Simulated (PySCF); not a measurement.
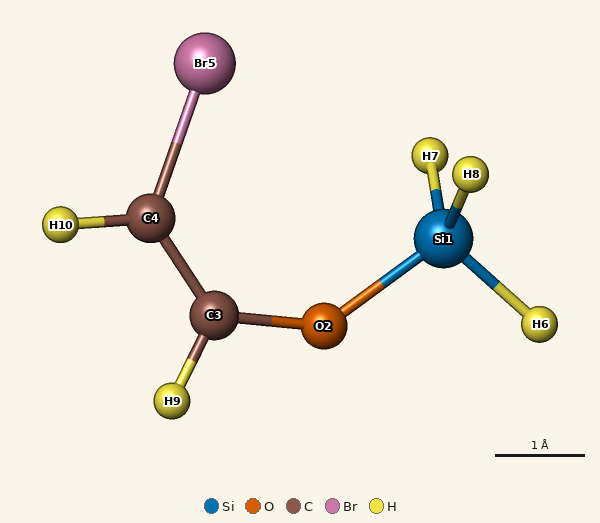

Fig. 1: The structure as given in the input (ball-and-stick view, seen at a tilt; atoms are numbered from 1 in the order of the input).

# Excited-state calculation of C₂H₅BrOSi

System: C₂H₅BrOSi.
Method: TDDFT B3LYP/def2-SVPD, vertical, gas phase, core orbitals frozen in the response (PySCF 2.14.0).

The geometry comes from this level: PBE0-D3(BJ)/def2-SVP.

### Output
```
coarse grid: 41648 points
cycle   1  E = -3017.5656905770  dE = -5.804e-01  |g| = 6.068e-01  |ddm| = 4.657e+00
cycle   2  E = -3017.4052475477  dE =  1.604e-01  |g| = 1.086e+00  |ddm| = 1.567e+00
cycle   3  E = -3017.6269923484  dE = -2.217e-01  |g| = 1.420e-01  |ddm| = 1.063e+00
cycle   4  E = -3017.6307244851  dE = -3.732e-03  |g| = 7.358e-02  |ddm| = 2.622e-01
cycle   5  E = -3017.6320867778  dE = -1.362e-03  |g| = 1.275e-02  |ddm| = 1.014e-01
cycle   6  E = -3017.6321278426  dE = -4.106e-05  |g| = 2.083e-03  |ddm| = 2.387e-02
cycle   7  E = -3017.6321290967  dE = -1.254e-06  |g| = 3.311e-04  |ddm| = 5.279e-03
final grid: 85488 points
cycle   8  E = -3017.6321305006  dE = -2.787e-08  |g| = 3.710e-04  |ddm| = 5.273e-03
cycle   9  E = -3017.6321304327  dE =  6.784e-08  |g| = 6.289e-04  |ddm| = 1.800e-03
cycle  10  E = -3017.6321305364  dE = -1.037e-07  |g| = 1.168e-04  |ddm| = 9.562e-04
cycle  11  E = -3017.6321305396  dE = -3.168e-09  |g| = 1.471e-05  |ddm| = 1.966e-04
cycle  12  E = -3017.6321305397  dE = -4.866e-11  |g| = 4.074e-06  |ddm| = 1.964e-05
```

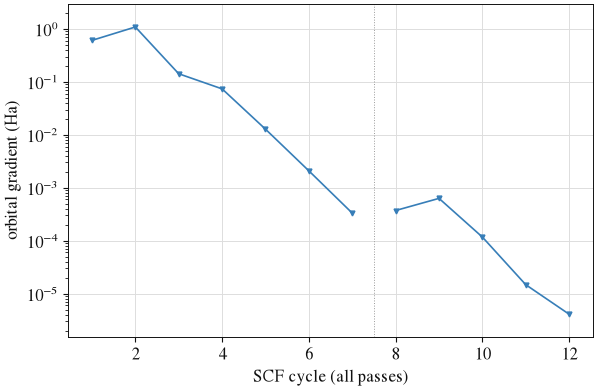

Fig. 2: Convergence of the self-consistent field: orbital gradient against the SCF cycle. The dotted line marks the change from a coarse to the final integration grid. The first 7 cycles use a coarse grid, the final grid takes over at cycle 8, and the field converges after 12 cycles in all.

```
converged SCF energy = -3017.6321305397

Static polarisability (au): isotropic 77.061, principal 58.929 79.090 93.163

Singlet excitations
state   eV       nm        f      main configurations
  1   5.1552    240.5   0.00033   H->L 0.88, H->L+1 0.09
  2   5.5085    225.1   0.00050   H->L+2 0.72, H->L+1 0.22
  3   6.0235    205.8   0.14472   H->L+1 0.60, H->L+2 0.20
  4   6.1734    200.8   0.02076   H->L+3 0.84
  5   6.5060    190.6   0.00095   H->L+4 0.93
  6   6.6685    185.9   0.00803   H-1->L 0.92
  7   6.7787    182.9   0.00690   H-1->L+1 0.48, H->L+5 0.43
  8   6.7882    182.6   0.01356   H->L+5 0.53, H-1->L+1 0.36
  9   7.0702    175.4   0.05006   H-1->L+2 0.79, H-1->L+1 0.12
 10   7.2778    170.4   0.01291   H->L+6 0.68, H->L+7 0.26

Triplet excitations (Tamm-Dancoff, eV): 4.0832 4.7019 5.4025 6.0583
Vertical ionisation energy (delta-SCF) = 8.8071 eV
```

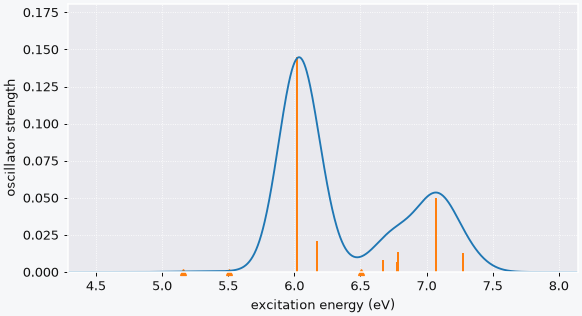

Fig. 3: Computed excitations as sticks (degenerate states added up, dark ones marked on the axis), with a Gaussian envelope of 0.35 eV full width at half maximum, scaled to the tallest. Of the 10 states the lowest lies at 5.16 eV (f = 0.000); the strongest line is at 6.02 eV, or 206 nm (f = 0.145).

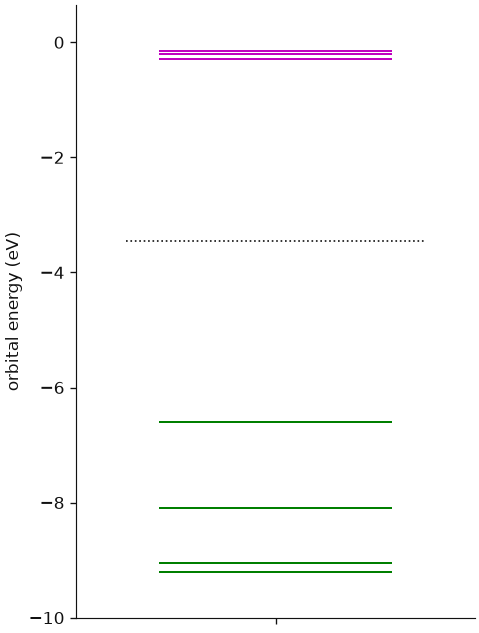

Fig. 4: Orbital energies near the frontier; the dotted line parts filled from empty levels, and levels within 0.02 eV of each other stand side by side. Highest filled −6.60 eV, lowest empty −0.30 eV, 6.30 eV apart.

The run was set up as follows.

### Input
```
{"job": {"kind": "uv", "xc": "B3LYP", "basis": "def2-SVPD", "ip": true}, "charge": 0, "multiplicity": 1}
Si     1.606899    -0.440469    -0.207444
O      0.013176    -0.986510    -0.110767
C     -1.183637    -0.467003     0.148680
C     -1.576563     0.811773     0.168279
Br    -0.456037     2.273001    -0.199074
H      2.391005    -1.705210    -0.244738
H      1.854295     0.332355    -1.454392
H      1.974090     0.346158     1.002502
H     -1.940808    -1.230474     0.365101
H     -2.608230     1.075589     0.397495
```

The first line tells a small driver script what to run in PySCF; the rest is the geometry in Å.

Launch command:
```bash
OMP_NUM_THREADS=1 python <driver script> task.json out
```

### Results in brief

| quantity | value |
| --- | --- |
| outcome | converged |
| total energy | −3017.632131 hartree |
| HOMO | −6.60 eV |
| LUMO | −0.30 eV |
| dipole moment | 0.68 D |
| mean polarisability | 77.06 a.u. |
| vertical ionisation energy | 8.81 eV |
| lowest singlet excitation | 5.16 eV |
| hardware | 1 CPU thread, shared host |
| wall time | 46 s |
| peak memory | 0.77 GiB |

### Remarks

Spin–orbit coupling is left out, which matters for the heavy atoms.
